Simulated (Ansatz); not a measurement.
System: FGaH$_{4}$OS.

```csv
atom,x (Å),y (Å),z (Å)
F,0.4232,-0.4295,0.9171
Ga,0.7833,0.4416,-0.6203
O,-1.2566,1.1342,-0.4224
S,1.8726,2.3592,-0.1949
H,-1.2507,2.0866,-0.2553
H,-1.4534,0.7030,0.4246
H,0.8193,-0.3386,-1.9534
H,1.8002,2.1750,1.1403
```

Geometry: B3LYP-D3(BJ)/6-311G**.

Method: isolated molecule in a Gaussian basis; Kohn-Sham density functional theory, functional PBE0 (Ansatz 0.2.0).

Question: Predict the electron density and electron localisation function between the atoms.

Answer: Ga–F (1.80 Å): ρ is about 0.8 e/Å³ halfway; the ELF peaks at about 0.80 in the valence shell of F, 0.5 Å from its nucleus, and is about 0.20 at the midpoint.
Ga–S (2.25 Å): ρ is about 0.66 e/Å³ halfway; the ELF peaks at about 0.90 in the valence shell of S, 0.9 Å from its nucleus, and is about 0.70 at the midpoint.
S–H (1.35 Å): ρ at the midpoint is about 1.5 e/Å³; the ELF climbs to about 1 towards the hydrogen, as it does in any bond to H.

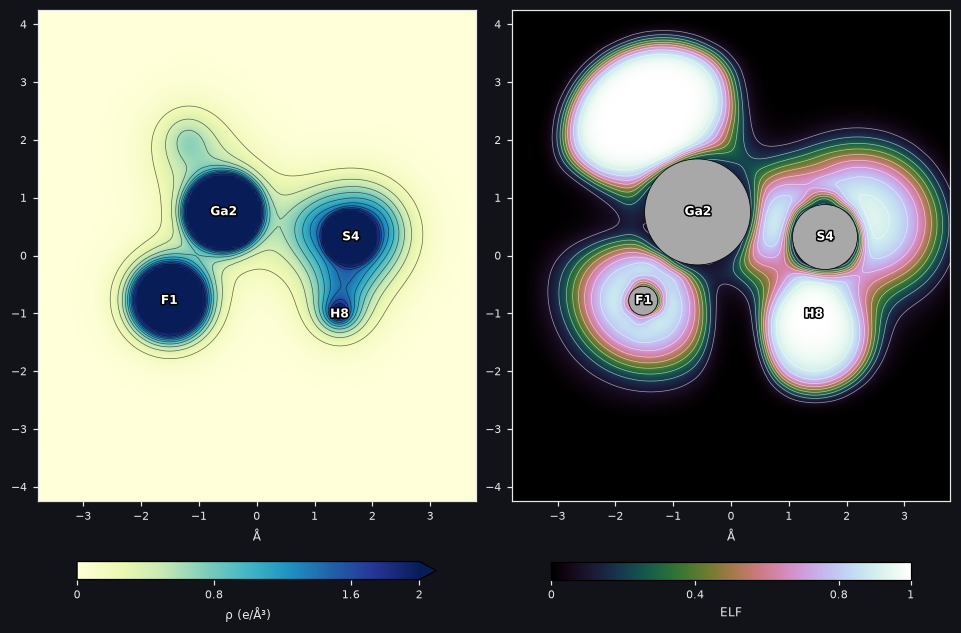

Computed electron density and electron localisation function on the plane of atoms Ga2, S4 and H8, in this order. Grey discs cover the atomic cores in the ELF map. 
